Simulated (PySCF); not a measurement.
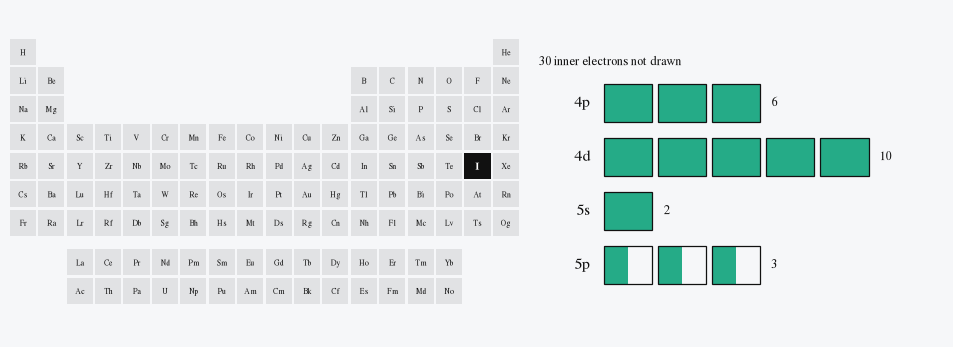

Fig. 1: Left, the place of iodine in the periodic table; right, the outer shells of the nominal configuration: a box for each of the 2l + 1 orbitals, shaded by the share of the shell that is filled, with the electron count at the right.

## I²⁺: atomic calculation

I²⁺, configuration 1s2 2s2 2p6 3s2 3p6 3d10 4s2 4p6 4d10 5s2 5p3, multiplicity 4. Level asked for: unrestricted M06-L, x2c-SVPall, spin-free X2C-1e, Gaussian nucleus (PySCF).

Input:
```python
from pyscf import gto, scf, dft, mp, cc
import basis_set_exchange as bse
mol = gto.M(atom="I 0 0 0", charge=2, spin=3, symmetry="D2h",
            basis=gto.basis.parse(bse.get_basis("x2c-SVPall", elements=["I"], fmt="nwchem", header=False)),
            nucmod="G")
mf = dft.UKS(mol, xc="M06L").sfx2c1e()
mf.irrep_nelec = {'Ag': (9, 9), 'B1g': (2, 2), 'B2g': (2, 2), 'B3g': (2, 2), 'B1u': (4, 3), 'B2u': (4, 3), 'B3u': (4, 3)}
mf.kernel()
```

The script is an equivalent of what the driver set up; the driver computed the properties (radii, ⟨L²⟩, response) afterwards. It also set what the script leaves out: max_cycle = 3, guess = atom. It held the occupations shell by shell, which the script's counts by irreducible representation don't always enforce.

Launched within a batch (the task file carries these settings):
```bash
OMP_NUM_THREADS=1 python <driver script> TASK.json OUT
```

Output (extracts):
```
damping factor = 0
level_shift factor = 0
DIIS = <class 'pyscf.scf.diis.CDIIS'>
diis_start_cycle = 1
diis_space = 10
diis_damp = 0
SCF conv_tol = 1e-09
SCF conv_tol_grad = None
number electrons alpha = 27  beta = 24
irrep_nelec {'Ag': (9, 9), 'B1g': (2, 2), 'B2g': (2, 2), 'B3g': (2, 2), 'B1u': (4, 3), 'B2u': (4, 3), 'B3u': (4, 3)}
XC functionals = M06L
    Y. Zhao and D. G. Truhlar.,  J. Chem. Phys. 125, 194101 (2006)
    Y. Zhao and D. G. Truhlar.,  J. Chem. Phys. 125, 194101 (2006)
    Y. Zhao and D. G. Truhlar.,  Theor. Chem. Acc. 120, 215 (2008)
alpha HOMO (B1u) = -0.33411547039243  LUMO (Ag) = 0.14807097191068

WARN: HOMO -0.33411547039243 >= LUMO -0.334115470406649

cycle= 1 E= -7113.53406531228  delta_E= 0.116  |g|= 0.177  |ddm|=  3.8
alpha HOMO (B1u) = -0.96642713013695  LUMO (Ag) = -0.359725456485211
  HOMO = -0.966427130137  LUMO = -0.875574037856  gap/eV = 2.47224
cycle= 2 E= -7113.55567835926  delta_E= -0.0216  |g|= 0.0174  |ddm|= 0.531
alpha HOMO (B1u) = -0.933771942000443  LUMO (Ag) = -0.334425718412091
  HOMO = -0.933771942  LUMO = -0.83550565833  gap/eV = 2.67396
cycle= 3 E= -7113.55582956748  delta_E= -0.000151  |g|= 0.00599  |ddm|= 0.0735
SCF not converged.
SCF energy = -7113.55582956748 after 3 cycles  <S^2> = 3.7505951  2S+1 = 4.0002975
```

What the run reported:

```
      quantity                                                                 value
       outcome                                                         not converged
  total energy                                                    −7113.5558 hartree
          ⟨S²⟩                                                                 3.751
SCF iterations                                                                     3
      hardware  1 thread of Arm Neoverse N1, 40 GiB of memory available, shared host
     wall time                                                                 1.4 s
```

What went wrong:

This input holds a deliberate fault: too few SCF iterations. The run did not meet its convergence test in 3 iterations, so its last values are not results.
